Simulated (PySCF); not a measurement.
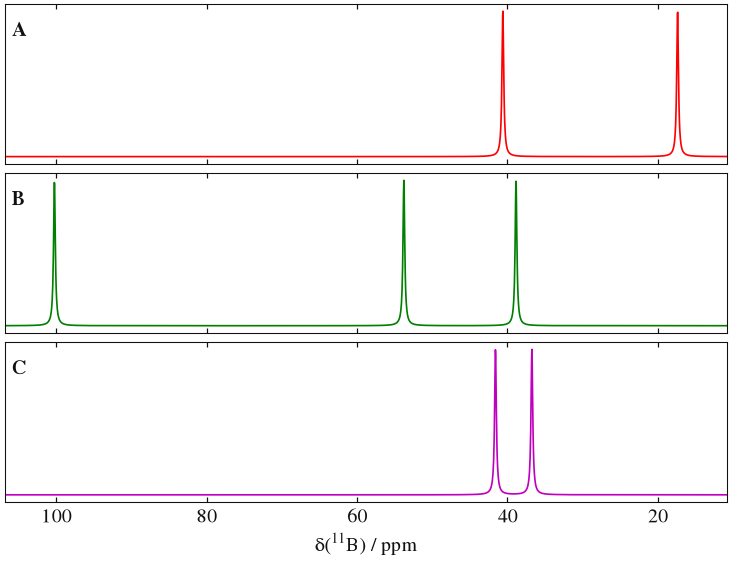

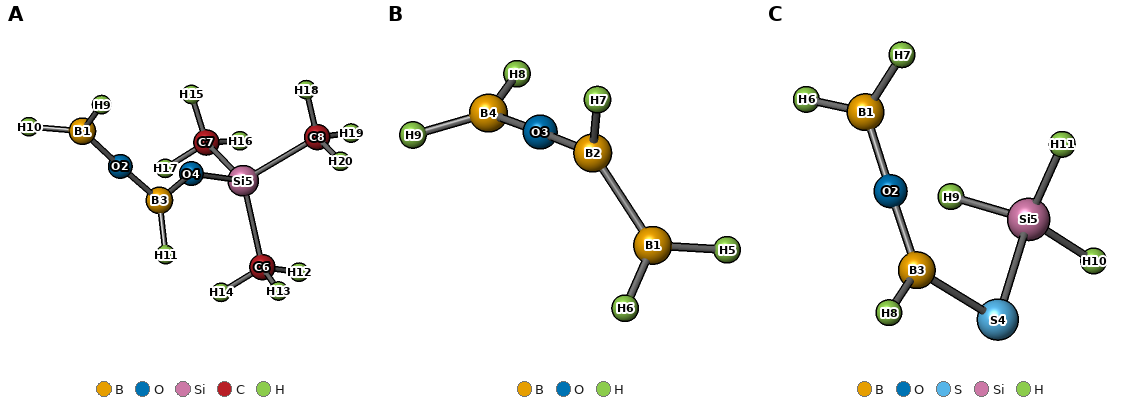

Related molecules: A is C₃H₁₂B₂O₂Si, SMILES BOBO[Si](C)(C)C; B is B₃H₅O, SMILES BBOB; C is B₂SiH₆SO, SMILES BOBS[SiH3]. GIAO ¹¹B shifts against BF₃.OEt₂, PBE0/pcSseg-1 in PySCF 2.14.0, at a GFN2-xTB geometry (no frequency check); fully decoupled, line heights follow the number of nuclei within a panel, widths are arbitrary (no quadrupolar broadening); values of one conformer, averaged over nuclei that symmetry or rotation about single bonds exchange, these motions taken as fast; other conformers aren't averaged in.

Question: Assign the ¹¹B signals of each molecule.

Answer: A: 40.6 (B1); 17.3 (B3)
B: 100.3 (B1); 53.8 (B2); 38.8 (B4)
C: 41.6 (B1); 36.7 (B3)

Limits of at least one run: the tight-binding geometry is rougher than a DFT one and adds to the error.
